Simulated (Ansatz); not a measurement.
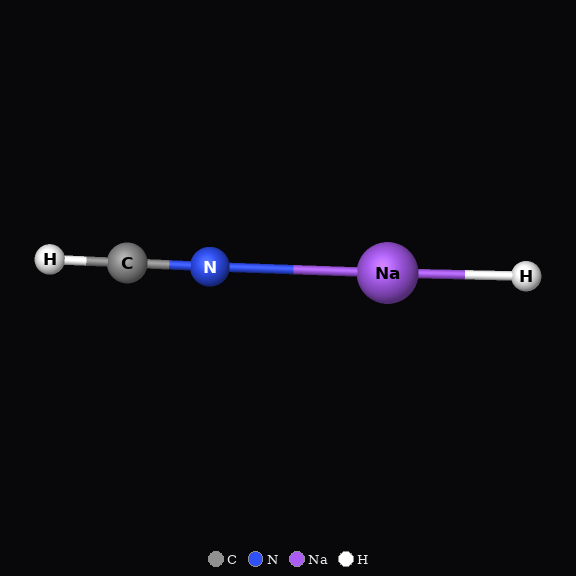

Rendered structure (ball-and-stick style).

The computed structure is the end point of a PBE0-D4/def2-TZVP optimisation. No frequency run is at hand to confirm it as a minimum.

Which formula does it have?

CH₂NNa, 5 atoms: 1 carbon, 2 hydrogen, 1 nitrogen and 1 sodium.

Count the bonded pairs by element.

1 C–N, 1 Na–H, 1 N–Na, 1 C–H. Sticks follow a distance rule.

How many sets of symmetry-equivalent atoms are there?

5: 1 C, 1 N, 1 Na, 1 H, 1 H.

The parts below concern this one geometry. Atoms keep their numbers from picture to picture.

Shape

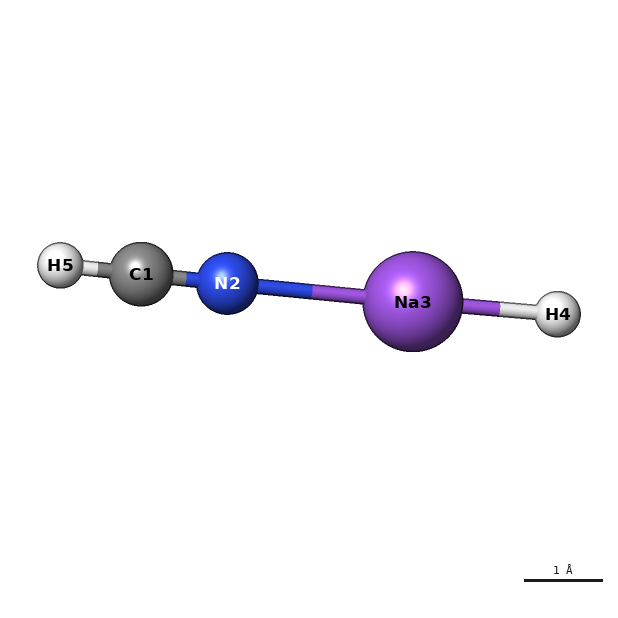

No frequency run is at hand to confirm it as a minimum.

What is the geometry at N2?

N2 has 2 neighbours (C1 at 1.14, Na3 at 2.46 Å); the arrangement is linear.

What is the geometry at C1?

C1 has 2 neighbours (N2 at 1.14, H5 at 1.07 Å); the arrangement is linear.

Describe the coordination of atom 3.

Na3 has 2 neighbours (N2 at 2.46, H4 at 1.92 Å); the arrangement is linear.

Dipole moment

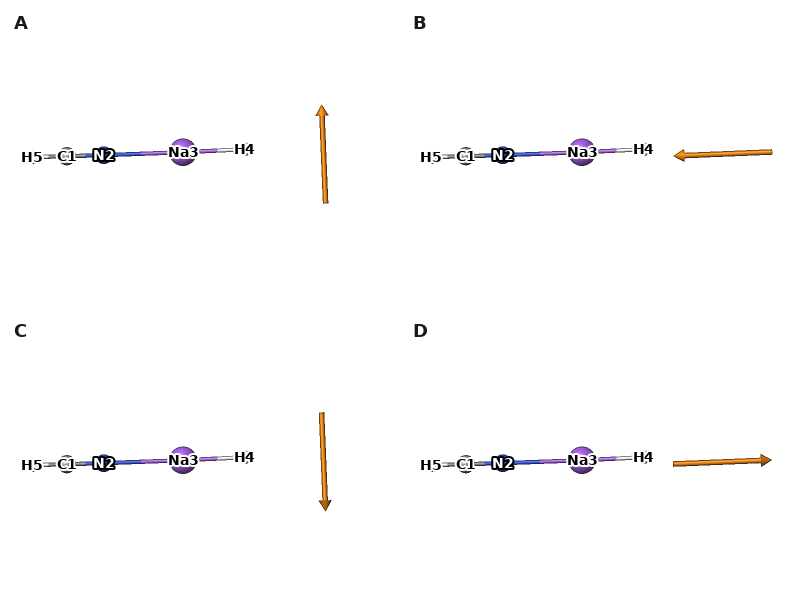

The same molecule four times, each with an arrow. No frequency run is at hand to confirm it as a minimum. Properties computed with RKS PBE0-D4/def2-TZVP (Ansatz 0.2.0).

Which arrow points along the dipole moment, from the negative to the positive end?

B. The dipole moment is 10.88 D; it points from the side of H4 to the side of H5 (the outermost atoms at the two ends).

Electronic properties

No frequency run is at hand to confirm it as a minimum. Properties computed with RKS PBE0-D4/def2-TZVPP (Ansatz 0.2.0).

Estimate the HOMO energy (Kohn–Sham orbital).

−4.41 eV.

Give the LUMO energy (Kohn–Sham orbital) at this level.

−1.21 eV.

Charges

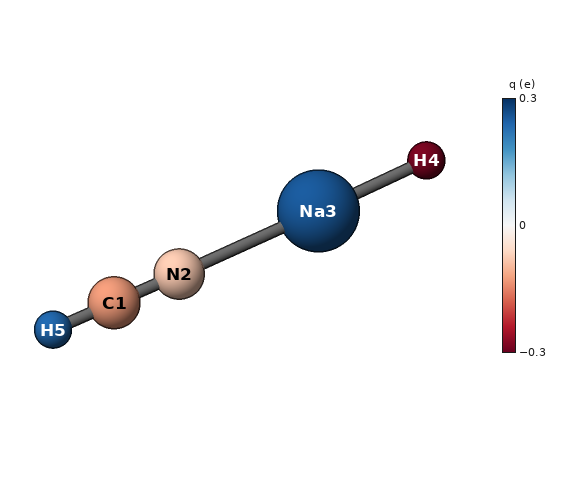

Atoms are coloured by their Mulliken charges. No frequency run is at hand to confirm it as a minimum. Method: RKS PBE0-D4/def2-TZVP (Ansatz 0.2.0).

List the Mulliken charges.

```json
{"atom": "C1", "value (e)": "−0.13"}
{"atom": "N2", "value (e)": "−0.08"}
{"atom": "Na3", "value (e)": "0.25"}
{"atom": "H4", "value (e)": "−0.28"}
{"atom": "H5", "value (e)": "0.24"}
```

Mulliken values depend strongly on the basis set and can even reverse the polarity of a bond.
